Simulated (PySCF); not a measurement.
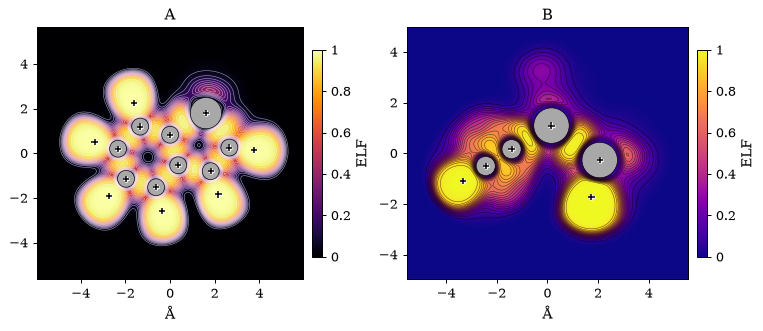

The ELF of 2 systems, each on a plane through atoms (crosses mark nuclei in the plane; grey discs cover the cores).

Theory: CAM-B3LYP/def2-SVPD, SCF density, gas phase in PySCF 2.14.0.

System 1: C$_{9}$H$_{7}$NSi, the plane of atoms C5, C6 and C11. Geometry: PBE0-D3(BJ)/def2-SVP.

```xyz
18

N    -3.0564    2.7158   -1.1882
C    -2.5865    1.9334   -0.4722
Si   -1.8132    0.6868    0.6748
C    -2.2202   -1.0673    0.1961
C    -1.0638   -1.6685   -0.1567
C     0.1761   -0.8687   -0.1088
C     1.4426   -1.3380   -0.4554
C     2.5401   -0.4772   -0.3808
C     2.3777    0.8425    0.0365
C     1.1096    1.3187    0.3880
C     0.0106    0.4709    0.3185
H    -2.1795    1.1134    2.0531
H    -3.1793   -1.5873    0.1813
H    -1.0079   -2.7146   -0.4793
H     1.5736   -2.3716   -0.7864
H     3.5332   -0.8417   -0.6542
H     3.2425    1.5080    0.0876
H     0.9924    2.3568    0.7100
```

System 2: C$_{5}$H$_{9}$ClSi$_{2}$, the plane of atoms C2, Si3 and Si8. Geometry: PBE0-D3(BJ)/def2-SVP.

```xyz
17

C     3.3637   -0.2405   -0.8673
C     2.4311   -0.3398   -0.0909
Si    0.9843   -0.4261    1.0263
Cl    1.5784   -1.2992    2.8169
C    -0.4343   -1.3812    0.2176
C    -1.3079   -0.3681   -0.5373
C    -1.7490    0.7992    0.3619
Si   -0.2134    1.5787    1.1845
H     4.1903   -0.1539   -1.5503
H    -1.0141   -1.8634    1.0241
H    -0.0633   -2.1811   -0.4414
H    -2.1905   -0.8728   -0.9657
H    -0.7423    0.0279   -1.4003
H    -2.3352    1.5416   -0.2020
H    -2.4048    0.4226    1.1666
H    -0.4707    2.0848    2.5655
H     0.3762    2.6723    0.3522
```

> Which map belongs to which system?

Panel A is system 1, C$_{9}$H$_{7}$NSi: the plane holds Si, C and H. C–C (1.35 Å): the ELF peaks at about 0.95 between the atoms (a covalent bond). Panel B is system 2, C$_{5}$H$_{9}$ClSi$_{2}$: the plane holds C, Si and H. C–C (1.22 Å): the ELF peaks at about 0.85 between the atoms; a short, multiple covalent bond.
